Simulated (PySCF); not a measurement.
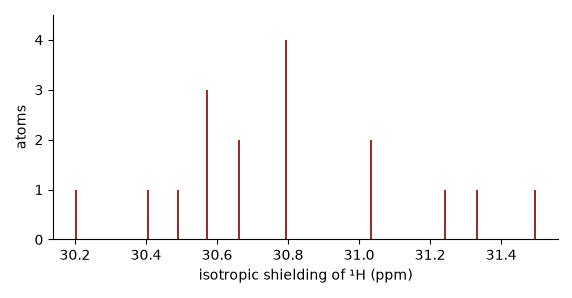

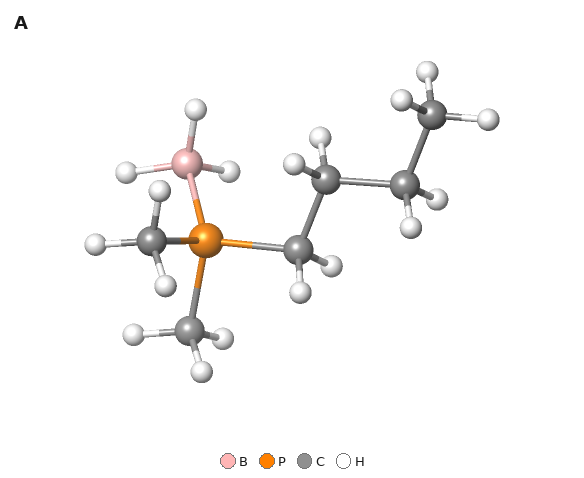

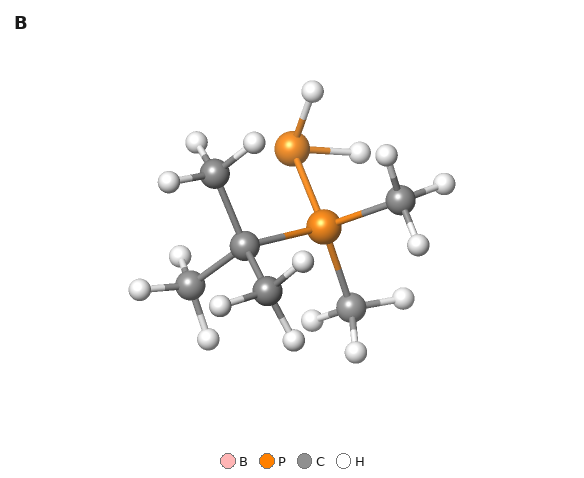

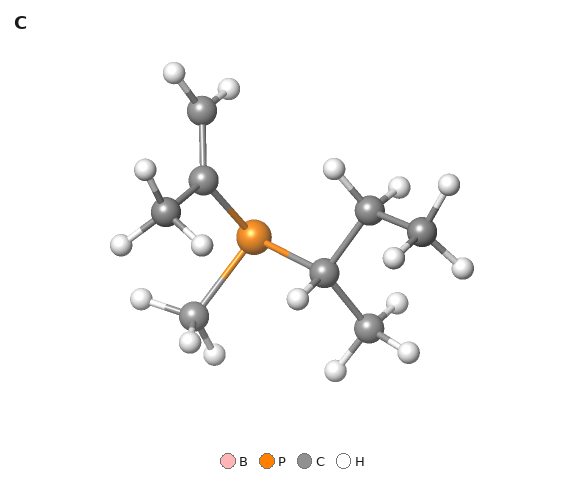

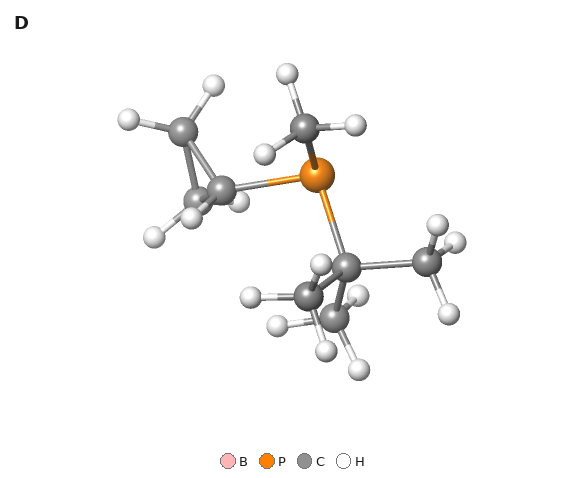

The sticks are computed shieldings of one of the molecules, for one fixed geometry (GFN2-xTB) without averaging over rotations. Low shielding means a high chemical shift. Method: GIAO PBE0/pcSseg-1 NMR shielding, non-relativistic, gas phase (PySCF 2.14.0).

**Match the spectrum to a structure.**

D, `CP(C1CC1)C(C)(C)C`. Its 17 H atoms give lines at 30.20, 30.41, 30.49, 30.57 (3 atoms), 30.66 (2 atoms), 30.79 (4 atoms), 31.03 (2 atoms), 31.24, 31.33, 31.50 ppm.

The geometry is semi-empirical. Around B, P such bond lengths and angles can be off by a tenth of an ångström or more and by several degrees, and values that hang on the shape move with them.
